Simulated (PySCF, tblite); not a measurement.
# C4H3BN2O3: geometry, infrared bands and NMR shifts

Aim: predict the infrared bands and NMR shifts of C4H3BN2O3 (`N#CC1(C#N)COB(O)O1`).

The runs use tblite 0.8.0 and PySCF 2.14.0, with density-fitted response routines of our own; the level of theory stands in each step. All values are computed, except where a source is named. Atoms count from 0, in the outputs and in this text.

## Step 1: The molecule as given

13 atoms, charge 0, multiplicity 1; geometry from: force field or distance geometry start.

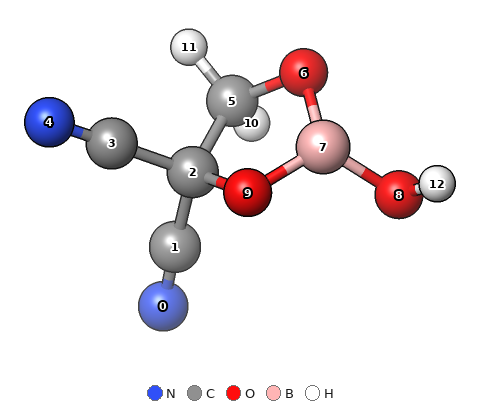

The starting geometry (nitrogen blue, carbon grey, oxygen red, boron pink, hydrogen white), atoms numbered.

## Step 2: Relaxing the molecule with GFN2-xTB

Job settings and geometry (Å):

```
{"job": {"kind": "relax", "xc": "GFN2-xTB", "basis": "xTB"}, "charge": 0, "multiplicity": 1}
N     -2.313600    -0.530200     1.766100
C     -1.567800    -0.089100     0.999000
C     -0.585700     0.454100     0.047100
C     -1.220000     1.610900    -0.645500
N     -1.710500     2.503000    -1.165300
C     -0.150400    -0.616400    -0.987200
O      1.254400    -0.603600    -1.025100
B      1.548700    -0.055100     0.295100
O      2.158200    -0.934000     1.292900
O      0.543100     0.907200     0.728700
H     -0.498300    -1.639600    -0.707300
H     -0.539100    -0.410700    -2.004100
H      3.076600    -0.596100     1.388000
```

Started as:

```bash
$ OMP_NUM_THREADS=1 python probes_run.py task.json out
```

The driver reads the jobs from task.json and runs them one after another.

The log of the run:

```text
step      E/eV     max force
  0    -798.35447    4.019
  1    -798.73104    6.518
  2    -798.65478    5.174
  3    -799.08014    1.050
  4    -799.11579    1.287
  5    -799.15659    2.007
  6    -799.23371    1.198
  7    -799.28384    0.729
  8    -799.32284    0.981
  9    -799.36434    0.894
 10    -799.39241    0.463
 11    -799.41190    0.334
 12    -799.42795    0.501
 13    -799.44846    0.643
 14    -799.47579    0.566
 15    -799.51036    0.509
 16    -799.55237    0.521
 17    -799.59903    0.922
 18    -799.64752    1.142
 19    -799.70956    0.739
 20    -799.75374    1.245
 21    -799.77837    0.903
 22    -799.79511    1.115
 23    -799.81200    1.246
 24    -799.84312    0.420
 25    -799.86036    0.453
 26    -799.88287    0.653
 27    -799.90399    0.570
 28    -799.93149    0.548
 29    -799.95853    0.565
 30    -799.98242    0.754
 31    -799.98727    1.097
 32    -800.00148    0.308
 33    -800.00897    0.282
 34    -800.01937    0.267
 35    -800.02378    0.174
 36    -800.03393    0.182
 37    -800.03927    0.351
 38    -800.04128    0.212
 39    -800.04390    0.123
 40    -800.04514    0.138
 41    -800.04660    0.104
 42    -800.04751    0.099
 43    -800.04864    0.092
 44    -800.04936    0.069
 45    -800.04994    0.072
 46    -800.05049    0.070
 47    -800.05119    0.067
 48    -800.05195    0.090
 49    -800.05270    0.084
 50    -800.05331    0.052
 51    -800.05376    0.047
 52    -800.05407    0.040
 53    -800.05430    0.030
 54    -800.05453    0.035
 55    -800.05481    0.049
 56    -800.05516    0.058
 57    -800.05551    0.055
 58    -800.05582    0.051
 59    -800.05608    0.044
 60    -800.05631    0.040
 61    -800.05651    0.045
 62    -800.05669    0.040
 63    -800.05688    0.033
 64    -800.05711    0.043
 65    -800.05737    0.047
 66    -800.05763    0.042
 67    -800.05787    0.037
 68    -800.05813    0.054
 69    -800.05845    0.079
 70    -800.05883    0.086
 71    -800.05922    0.067
 72    -800.05956    0.041
 73    -800.05981    0.042
 74    -800.05996    0.032
 75    -800.06005    0.024
 76    -800.06010    0.022
 77    -800.06013    0.019
 78    -800.06016    0.015
 79    -800.06018    0.012
 80    -800.06020    0.013
 81    -800.06022    0.012
 82    -800.06024    0.013
 83    -800.06028    0.014
 84    -800.06032    0.022
 85    -800.06036    0.028
 86    -800.06040    0.022
 87    -800.06042    0.009
```

Run time: 0.57 s. Hardware: 1 thread of Arm Neoverse V1, shared host; peak memory 0.18 GiB.

Step by step: (not every step is listed) (the energy doesn't fall at every step)

```
step  energy from step 0 (eV)  largest force (eV/Å)
   0                   0.0000                4.0191
   1                  -0.3766                6.5179
   2                  -0.3003                5.1738
   3                  -0.7257                1.0505
   4                  -0.7613                1.2866
   5                  -0.8021                2.0075
   6                  -0.8792                1.1985
   7                  -0.9294                0.7287
   8                  -0.9684                0.9805
  15                  -1.1559                0.5085
  22                  -1.4406                1.1154
  29                  -1.6041                0.5653
  36                  -1.6795                0.1824
  43                  -1.6942                0.0921
  50                  -1.6988                0.0524
  57                  -1.7010                0.0548
  64                  -1.7026                0.0426
  71                  -1.7047                0.0672
  78                  -1.7057                0.0150
  82                  -1.7058                0.0128
  83                  -1.7058                0.0136
  84                  -1.7059                0.0218
  85                  -1.7059                0.0275
  86                  -1.7059                0.0224
  87                  -1.7060                0.0093
```

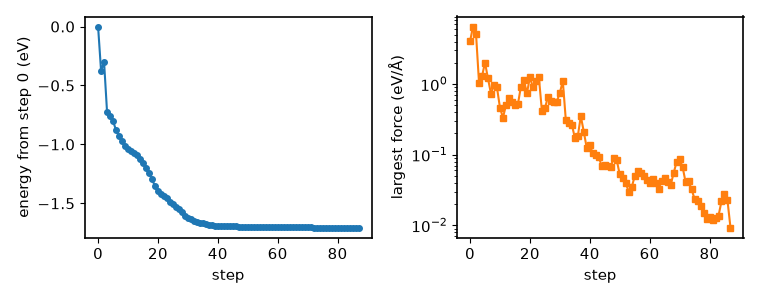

Energy and force, step by step.

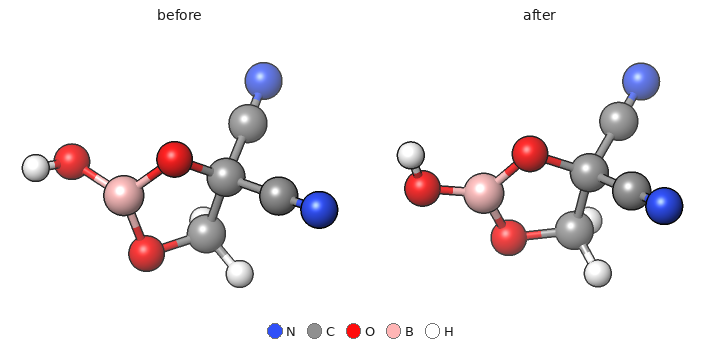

Before and after, at one scale.

Distances of close pairs at the start and the end, largest changes first:

```
  bond  before (Å)  after (Å)  change (Å)
 B7–O8       1.463      1.329      -0.133
 O6–B7       1.460      1.369      -0.091
 B7–O9       1.458      1.393      -0.065
 C2–C3       1.490      1.460      -0.030
O8–H12       0.983      0.957      -0.026
 C2–C5       1.551      1.574      +0.023
C5–H10       1.116      1.095      -0.021
 C2–O9       1.394      1.413      +0.018
```

The next job starts from the end point, and lists it.

## Step 3: Harmonic vibrations with GFN2-xTB

Job settings and geometry (Å):

```
{"job": {"kind": "ir", "xc": "GFN2-xTB", "basis": "xTB"}, "charge": 0, "multiplicity": 1}
N     -2.575432    -0.457197     1.624049
C     -1.727788    -0.089576     0.954736
C     -0.631842     0.352075     0.096963
C     -1.012736     1.618108    -0.522355
N     -1.294499     2.604983    -1.020572
C     -0.292953    -0.731772    -0.992735
O      1.039009    -1.083327    -0.744514
B      1.520100    -0.366541     0.317718
O      2.758242    -0.482248     0.787425
O      0.560094     0.495821     0.841629
H     -0.935500    -1.612901    -0.890548
H     -0.388103    -0.321457    -2.004082
H      2.977018     0.074517     1.534559
```

The log of the run:

```text
mode    cm-1     km/mol
  1      57.5      2.58
  2     106.3      6.33
  3     123.1      3.48
  4     146.5     17.26
  5     203.2      2.01
  6     260.0      0.69
  7     325.1      7.27
  8     468.6      0.08
  9     472.5      6.11
 10     493.3     76.25
 11     509.0     13.54
 12     558.3      5.95
 13     563.3      3.88
 14     574.8    197.09
 15     620.7      8.05
 16     799.7     15.71
 17     860.4     47.71
 18     901.7    120.07
 19     921.0      0.02
 20    1009.6     58.23
 21    1090.8    202.15
 22    1109.6    125.15
 23    1128.8      3.56
 24    1131.6    327.87
 25    1189.0      0.74
 26    1281.8     63.58
 27    1397.3    589.66
 28    1461.2      5.49
 29    2399.3    177.18
 30    2417.2     77.96
 31    2923.0     18.59
 32    2940.2     16.74
 33    3630.3     60.36
```

Wall time 0.41 s (1 thread of Arm Neoverse V1, shared host); peak memory 0.18 GiB.

The strongest bands and the atoms that carry them (share of the mass-weighted mode):

```
cm⁻¹  km/mol                               atoms
 575   197.1                    B7 58 %, O9 16 %
 902   120.1          H12 48 %, O9 23 %, O8 15 %
1091   202.2                    C5 37 %, O6 33 %
1110   125.2                    C2 67 %, O9 19 %
1132   327.9           B7 46 %, O6 17 %, C5 11 %
1397   589.7                    B7 73 %, O8 17 %
2399   177.2  C1 30 %, C3 29 %, N0 21 %, N4 20 %
2417    78.0  C3 30 %, C1 29 %, N4 21 %, N0 20 %
```

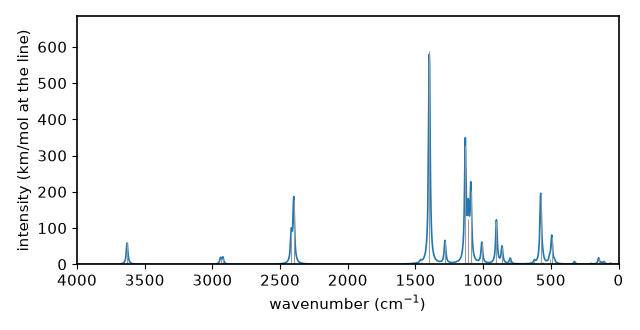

The infrared spectrum from these modes, unscaled. Lines are broadened to a width of 14 cm⁻¹ (Lorentzian).

## Step 4: Shielding tensors: PBE0/pcSseg-1

Same as in step 3 but for these lines:

```diff
@@ -1,2 +1,2 @@
-{"job": {"kind": "ir", "xc": "GFN2-xTB", "basis": "xTB"}, "charge": 0, "multiplicity": 1}
+{"job": {"kind": "nmr", "xc": "PBE0", "basis": "pcSseg-1"}, "charge": 0, "multiplicity": 1}
 N     -2.575432    -0.457197     1.624049
```

Level: GIAO PBE0/pcSseg-1 NMR shielding, non-relativistic, gas phase.

The log of the run:

```text
coarse grid: 12672 points
cycle   1  E = -513.3745350667  dE =  2.030e+00  |g| = 1.144e+00  |ddm| = 3.567e+00
cycle   2  E = -512.6382451835  dE =  7.363e-01  |g| = 2.236e+00  |ddm| = 2.644e+00
cycle   3  E = -513.5884083070  dE = -9.502e-01  |g| = 4.208e-01  |ddm| = 2.003e+00
cycle   4  E = -513.6218425965  dE = -3.343e-02  |g| = 1.086e-01  |ddm| = 3.090e-01
cycle   5  E = -513.6241687958  dE = -2.326e-03  |g| = 1.680e-02  |ddm| = 9.151e-02
cycle   6  E = -513.6242291879  dE = -6.039e-05  |g| = 5.031e-03  |ddm| = 1.790e-02
cycle   7  E = -513.6242334474  dE = -4.259e-06  |g| = 1.498e-03  |ddm| = 3.492e-03
final grid: 127768 points
cycle   8  E = -513.7111585026  dE = -3.499e-05  |g| = 1.165e-02  |ddm| = 2.971e-02
cycle   9  E = -513.7111337587  dE =  2.474e-05  |g| = 1.680e-02  |ddm| = 1.868e-02
cycle  10  E = -513.7111818090  dE = -4.805e-05  |g| = 7.840e-04  |ddm| = 1.141e-02
cycle  11  E = -513.7111819185  dE = -1.095e-07  |g| = 3.078e-04  |ddm| = 7.513e-04
cycle  12  E = -513.7111819338  dE = -1.523e-08  |g| = 9.254e-05  |ddm| = 2.164e-04
cycle  13  E = -513.7111819351  dE = -1.329e-09  |g| = 3.290e-05  |ddm| = 7.888e-05
cycle  14  E = -513.7111819352  dE = -1.421e-10  |g| = 1.979e-05  |ddm| = 3.065e-05
converged SCF energy = -513.7111819352

GIAO shielding tensors (ppm)
atom      isotropic    diamagn.    paramagn.     s11        s22        s33       span
  0 N      -47.082     338.047    -385.129   -213.853   -194.304    266.910    480.763
  1 C       67.292     260.254    -192.962    -51.024    -43.971    296.870    347.893
  2 C      123.782     240.576    -116.794     94.798    117.568    158.981     64.183
  3 C       67.330     260.240    -192.910    -50.956    -43.930    296.876    347.832
  4 N      -47.180     338.047    -385.228   -214.254   -194.174    266.888    481.142
  5 C      104.951     244.719    -139.767     72.662    100.839    141.354     68.692
  6 O      237.986     390.529    -152.543    125.964    245.435    342.558    216.594
  7 B       78.519     198.767    -120.248     64.342     68.983    102.232     37.891
  8 O      259.909     383.767    -123.858    175.676    291.434    312.617    136.941
  9 O      204.847     394.109    -189.262    150.142    213.248    251.151    101.009
 10 H       26.777      28.496      -1.718     23.183     26.558     30.591      7.408
 11 H       26.777      28.494      -1.718     23.165     26.564     30.600      7.435
 12 H       27.642      30.520      -2.878     20.489     23.805     38.632     18.143
```

Wall time 30 s (1 thread of Arm Neoverse V1, shared host); peak memory 0.82 GiB.

The references, computed at this level on geometries of the same kind, shield at (ppm): ¹H TMS 31.72, ¹³C TMS 186.9, ¹⁵N NH3 267.7, ¹⁷O H2O 336.1, ¹¹B BF3·OEt2 100.1. Their shielding less the atom's gives the shift. The references are single molecules in the gas phase, so shifts against H2O, NH3, PH3, H3PO4 or CFCl3 are not on the usual liquid scales and can be off by tens of ppm. Atoms listed in one row are averaged.

```
   atoms                                               environment  σ (ppm)  δ (ppm)  δ scaled to CDCl3
  C1, C3                                            nitrile carbon     67.3    119.6              114.8
      C5                                       sp3 CH2 bonded to O    105.0     82.0               78.1
      C2  fully substituted sp3 carbon bonded to O, α to a nitrile    123.8     63.1               59.7
H10, H11                        hydrogen on an sp3 CH2 bonded to O    26.78     4.94               4.76
     H12                         hydrogen on an oxygen bonded to B    27.64     4.07                  –
  N0, N4                                          nitrile nitrogen    -47.1    314.9                  –
      O9               oxygen bonded to C, B, in a 5-membered ring    204.8    131.2                  –
      O6               oxygen bonded to C, B, in a 5-membered ring    238.0     98.1                  –
      O8                                     oxygen bonded to B, H    259.9     76.2                  –
      B7                 boron bonded to 3 O, in a 5-membered ring     78.5     21.5                  –
```

The scaled column applies a straight-line fit of computed shieldings to shifts measured in CDCl3 (root-mean-square error 0.16 ppm for H, 1.9 ppm for C).

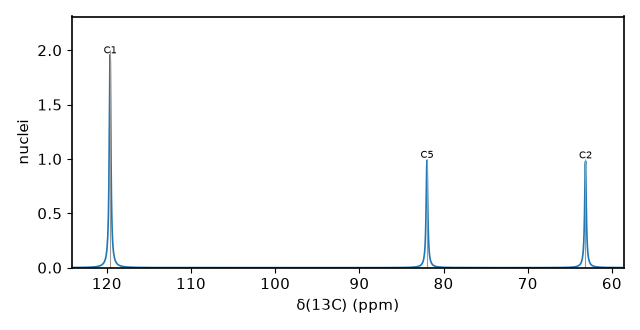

¹³C lines at the computed shifts, without couplings. Lines are broadened to a width of 0.23 ppm (Lorentzian).

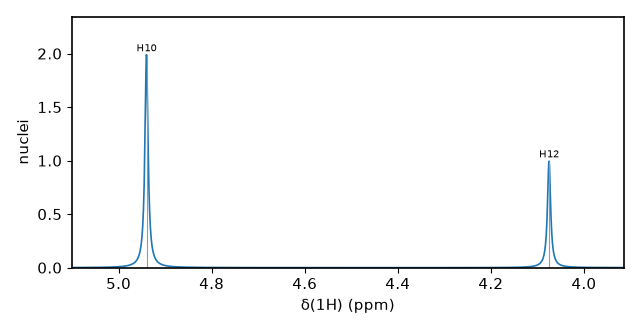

¹H lines at the computed shifts, without couplings. Lines are broadened to a width of 0.01 ppm (Lorentzian).

The run also stored atomic charges by several schemes (e):

```
 atoms  Mulliken    IAO  Hirshfeld  ESP fit
N0, N4     -0.21  -0.18      -0.18    -0.38
C1, C3      0.23   0.13       0.09     0.29
    C2     -0.17   0.16       0.13     0.29
    C5      0.21  -0.05       0.03    -0.14
    O6     -0.47  -0.40      -0.18    -0.37
    B7      0.65   0.63       0.30     0.85
    O8     -0.38  -0.53      -0.24    -0.70
    O9     -0.46  -0.42      -0.18    -0.51
```

Hirshfeld charges:

N0 -0.18; C1 0.09; C2 0.13; C3 0.09; N4 -0.18; C5 0.03; O6 -0.18; B7 0.30; O8 -0.24; O9 -0.18; H10 0.06; H11 0.06; H12 0.20

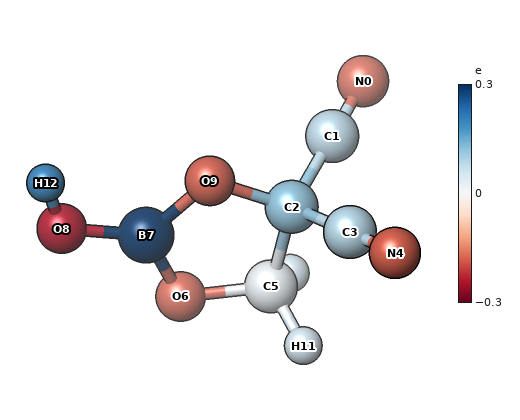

Hirshfeld charges, as colours on the atoms.

Mayer bond orders: N0–C1 3.04, C1–C2 0.92, C2–C3 0.92, C3–N4 3.04, C2–C5 0.97, C5–O6 0.90, O6–B7 1.11, B7–O8 1.28, B7–O9 1.02, O9–C2 0.93.

Ring of atoms C2, C5, O6, B7, O9: NICS(0) -6.9, NICS(1) -2.5, NICS(1)zz -3.7 ppm (means of both faces).

## Step 5: Summary of results

| quantity | value |
| --- | --- |
| strongest single infrared mode (GFN2-xTB) | 1397 cm⁻¹, 590 km/mol |
| zero-point energy (GFN2-xTB) | 48.7 kcal/mol |
| ¹³C shifts against TMS (PBE0/pcSseg-1, means over atoms taken as alike) | 119.6, 82.0, 63.1 ppm |
| ¹H shifts against TMS (PBE0/pcSseg-1, means over atoms taken as alike) | 4.94, 4.07 ppm |
| ¹⁵N shifts against NH3 (PBE0/pcSseg-1, means over atoms taken as alike) | 314.9 ppm |
| ¹⁷O shifts against H2O (PBE0/pcSseg-1) | 131.2, 98.1, 76.2 ppm |
| ¹¹B shifts against BF3·OEt2 (PBE0/pcSseg-1) | 21.5 ppm |

Relaxing lowered the energy by 1.706 eV in 87 steps; the close pair that moved most is B7–O8, from 1.463 to 1.329 Å. No mode is imaginary among the 33: a minimum at this level. The strongest single mode, at 1397 cm⁻¹, moves mainly B7. GFN2-xTB is a fitted tight-binding method: band positions and strengths are rough. Its intensities can rank the bands wrongly. The most deshielded carbon is C1, C3 (mean) (nitrile carbon), at 119.6 ppm: this is the usual window of a C≡N carbon, which has no attached hydrogen. The most deshielded hydrogen is H10, H11 (mean) (hydrogen on an sp3 CH2 bonded to O), at 4.94 ppm: its carbon carries O, which withdraws density. At PBE0/pcSseg-1: The largest span, 481 ppm, is at N0, N4, where the paramagnetic term is -385 ppm.
